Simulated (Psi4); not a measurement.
# SnTe (SMILES [Sn][Te]): B2PLYP/def2-TZVPPD (core potential, density fitting for correlation)

What is the vertical electron affinity of SnTe at B2PLYP/def2-TZVPPD (core potential, density fitting for correlation)? The job is set up through a Python script.

The calculation is run with Psi4 1.11.

2 further runs of the same task are left out: 2 set aside as unsound or not needed.

## 1. Starting point

SnTe has 2 atoms, charge 0, and is taken as a singlet. As SMILES, `[Sn][Te]`. The shape is that of a PBE0-D4/def2-TZVP optimisation.

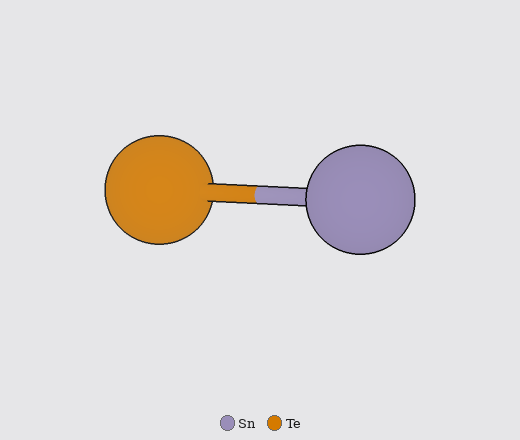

The structure, seen from a chosen angle (tin purple, tellurium orange).

## 2. A single-point energy at B2PLYP/def2-TZVPPD (core potential, density fitting for correlation)

Input file calc.py:

```python
import psi4

psi4.set_memory(2200000000)
psi4.set_num_threads(1)
psi4.core.set_output_file('psi4.out', False)

molecule = psi4.geometry("""
Sn     0.000000     0.000000     0.009440
Te     0.000000     0.000000     2.527330
symmetry c1
no_reorient
no_com
""")

options = {'basis': 'def2-TZVPPD', 'puream': True, 'e_convergence': 1e-09, 'd_convergence': 1e-08, 'scf_type': 'pk', 'dft_radial_points': 99, 'dft_spherical_points': 590, 'num_frozen_docc': 8}
psi4.set_options(options)

e, wfn = psi4.energy('b2plyp', return_wfn=True)
print('E =', round(e, 9))
for k, v in sorted(psi4.core.scalar_variables().items()):
    print(f'{k:45s} {v:18.10f}')
```

The run is started by

```bash
$ python calc.py
```

psi4.out, shortened:

```text
[...]
    !!!  WARNING: ECP capability is in beta. Please check occupations closely.  !!!
[...]
  Running in c1 symmetry.
[...]
  Nuclear repulsion =  110.968138891595729
[...]
  Multiplicity = 1
[...]
  Nalpha       = 23
  Nbeta        = 23
[...]
    Number of basis functions: 115
[...]
   @RKS iter   1:  -480.81446646477519   -2.20793e+00   1.14994e-02 DIIS/ADIIS
[...]
   @RKS iter  14:  -481.76330529970028   -4.01315e-11   8.58766e-09 DIIS
[...]
    Orbital Energies [Eh]
    ---------------------
    Doubly Occupied:
       1A     -6.594712     2A     -5.441309     3A     -4.656486
       4A     -4.655967     5A     -4.655967     6A     -3.719561
       7A     -3.719561     8A     -3.711540     9A     -1.712838
      10A     -1.711069    11A     -1.711069    12A     -1.710273
      13A     -1.710273    14A     -1.170747    15A     -1.170747
      16A     -1.164403    17A     -1.163541    18A     -1.163541
      19A     -0.677755    20A     -0.473862    21A     -0.281358
      22A     -0.267303    23A     -0.267302
[...]
  @RKS Final Energy:  -481.76330529970028
   => Energetics <=
    Nuclear Repulsion Energy =            110.9681388915957285
    One-Electron Energy =               -1065.2830927885415804
    Two-Electron Energy =                 491.2332460516698234
    DFT Exchange-Correlation Energy =     -18.6815974544242316
    Empirical Dispersion Energy =           0.0000000000000000
    VV10 Nonlocal Energy =                  0.0000000000000000
    Total Energy =                       -481.7633052997002778
[...]
 Multipole Moments:
 ------------------------------------------------------------------------------------
     Multipole            Electronic (a.u.)      Nuclear  (a.u.)        Total (a.u.)
 ------------------------------------------------------------------------------------
 L = 1.  Multiply by 2.5417464519 to convert [e a0] to [Debye]
 Dipole X            :         -0.0000001            0.0000000           -0.0000001
 Dipole Y            :         -0.0000000            0.0000000           -0.0000000
 Dipole Z            :       -116.1149873          115.0155350           -1.0994523
 Magnitude           :                                                    1.0994523
[...]
```

The script printed:

```text
E = -482.007449693
B2PLYP DOUBLE-HYBRID CORRECTION ENERGY             -0.2441443936
B2PLYP TOTAL ENERGY                              -482.0074496933
CURRENT ENERGY                                   -482.0074496933
CURRENT REFERENCE ENERGY                         -481.7633052997
DD SOLVATION ENERGY                                 0.0000000000
DFT FUNCTIONAL TOTAL ENERGY                      -481.7633052997
DFT TOTAL ENERGY                                 -482.0074496933
DFT VV10 ENERGY                                     0.0000000000
DFT XC ENERGY                                     -18.6815974544
DOUBLE-HYBRID CORRECTION ENERGY                    -0.2441443936
GRID ELECTRONS ALPHA                               23.0000002522
GRID ELECTRONS BETA                                23.0000002522
GRID ELECTRONS TOTAL                               46.0000005043
NUCLEAR REPULSION ENERGY                          110.9681388916
ONE-ELECTRON ENERGY                             -1065.2830927885
PCM POLARIZATION ENERGY                             0.0000000000
PE ENERGY                                           0.0000000000
SCF ITERATION ENERGY                             -481.7633052997
SCF ITERATIONS                                     14.0000000000
SCF TOTAL ENERGY                                 -481.7633052997
TWO-ELECTRON ENERGY                               491.2332460517
XC GRID RADIAL POINTS                              99.0000000000
XC GRID SPHERICAL POINTS                          590.0000000000
XC GRID TOTAL POINTS                           112675.0000000000
```

Wall time 19 s (1 thread of AMD EPYC 7R43 (Zen 3), shared host); peak memory 0.69 GiB.

## 3. The doublet anion, same level

Input file job.py:

```python
import psi4

psi4.set_memory(2200000000)
psi4.set_num_threads(1)
psi4.core.set_output_file('psi4.out', False)

mol = psi4.geometry("""
-1 2
Sn     0.00000000     0.00000000     0.01783901
Te     0.00000000     0.00000000     4.77596153
units au
symmetry c1
""")

options = {'basis': 'def2-TZVPPD', 'reference': 'uks', 'puream': True, 'e_convergence': 1e-09, 'd_convergence': 1e-08, 'scf_type': 'pk', 'dft_radial_points': 99, 'dft_spherical_points': 590, 'num_frozen_docc': 8, 'maxiter': 100}
psi4.set_options(options)

result = psi4.energy('B2PLYP')
print(f'B2PLYP energy: {result:.10f} Eh')
```

The run is started by

```bash
$ python job.py
```

psi4.out, shortened:

```text
[...]
    !!!  WARNING: ECP capability is in beta. Please check occupations closely.  !!!
[...]
  Running in c1 symmetry.
[...]
  Nuclear repulsion =  110.968138752341318
[...]
  Multiplicity = 2
[...]
  Nalpha       = 24
  Nbeta        = 23
[...]
    Number of basis functions: 115
[...]
   @UKS iter   1:  -480.68740824035206   -2.06794e+00   1.22797e-02 DIIS/ADIIS
[...]
   @UKS iter  18:  -481.79529764374354   -1.64277e-11   5.57162e-09 DIIS
[...]
   @S^2 Observed:                7.580684498E-01
[...]
    Orbital Energies [Eh]
    ---------------------
    Alpha Occupied:
       1A     -6.399154     2A     -5.226327     3A     -4.462023
       4A     -4.461292     5A     -4.458779     6A     -3.506176
       7A     -3.501216     8A     -3.498831     9A     -1.518916
      10A     -1.517561    11A     -1.514929    12A     -1.513950
      13A     -1.513468    14A     -0.956609    15A     -0.953987
      16A     -0.953184    17A     -0.949827    18A     -0.947376
      19A     -0.489421    20A     -0.290403    21A     -0.099222
      22A     -0.095589    23A     -0.085658    24A      0.000109
    Alpha Virtual:
      25A      0.110507    26A      0.140739    27A      0.141817
[...]
  @UKS Final Energy:  -481.79529764374354
   => Energetics <=
    Nuclear Repulsion Energy =            110.9681387523413179
    One-Electron Energy =               -1074.5645725535937345
    Two-Electron Energy =                 500.5804295352214695
    DFT Exchange-Correlation Energy =     -18.7792933777126336
    Empirical Dispersion Energy =           0.0000000000000000
    VV10 Nonlocal Energy =                  0.0000000000000000
    Total Energy =                       -481.7952976437435382
[...]
 Multipole Moments:
 ------------------------------------------------------------------------------------
     Multipole            Electronic (a.u.)      Nuclear  (a.u.)        Total (a.u.)
 ------------------------------------------------------------------------------------
 L = 1.  Multiply by 2.5417464519 to convert [e a0] to [Debye]
 Dipole X            :         -0.0000001            0.0000000           -0.0000001
 Dipole Y            :         -0.0000009            0.0000000           -0.0000009
 Dipole Z            :         -0.6706551            0.3755312           -0.2951240
 Magnitude           :                                                    0.2951240
[...]
```

The script printed:

```text
B2PLYP energy: -482.0385290674 Eh
```

Run time: 33 s. Hardware: 1 thread of AMD EPYC 7R43 (Zen 3), shared host; peak memory 0.68 GiB.

## 4. Results

At B2PLYP/def2-TZVPPD (core potential, density fitting for correlation), 8 core orbitals frozen:

```
                                                               quantity          value
                                             singlet SnTe: total energy  -482.00745 Eh
                        singlet SnTe: HOMO energy (SCF part's orbitals)       -7.27 eV
                        singlet SnTe: LUMO energy (SCF part's orbitals)       -1.74 eV
                      singlet SnTe: HOMO–LUMO gap (SCF part's orbitals)        5.54 eV
                                            doublet anion: total energy  -482.03853 Eh
doublet anion: HOMO energy (SCF part's orbitals) (highest over α and β)        0.00 eV
 doublet anion: LUMO energy (SCF part's orbitals) (lowest over α and β)        3.01 eV
                                                    doublet anion: ⟨S²⟩          0.758
                      vertical electron affinity (to the doublet anion)       0.846 eV
```

What this shows: At fixed nuclei the extra electron is bound by 0.85 eV (19.5 kcal/mol). The HOMO (doublet anion) lies at positive energy, 0.00 eV; only total energies tell whether the electron is bound.
